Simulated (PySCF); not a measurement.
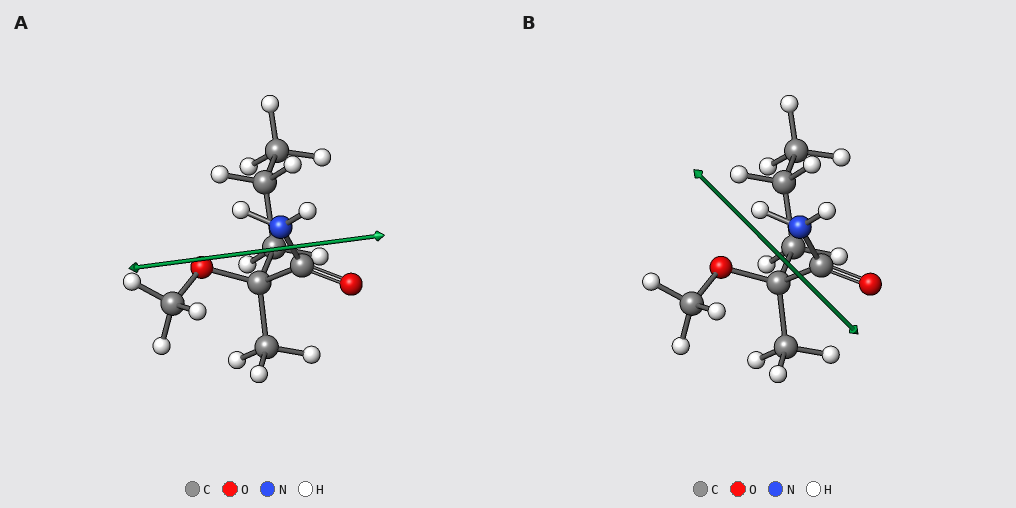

The double arrows show the directions of two transition dipoles from the ground state (lengths mean nothing). The geometry was computed by an optimisation with PBE0-D3(BJ)/def2-SVP. No frequency run is at hand to confirm it as a minimum. Properties computed with TDDFT B3LYP/def2-SVPD, vertical, gas phase, core orbitals frozen in the response (PySCF 2.14.0).

Question. One belongs to singlet state 6 and one to singlet state 9. Which is which?

Answer. A: state 6, 7.10 eV (175 nm), oscillator strength 0.028, mainly HOMO → LUMO+4 (weight 0.86).
B: state 9, 7.45 eV (166 nm), oscillator strength 0.11, of mixed character, with the largest part HOMO−1 → LUMO+1 (weight 0.26).
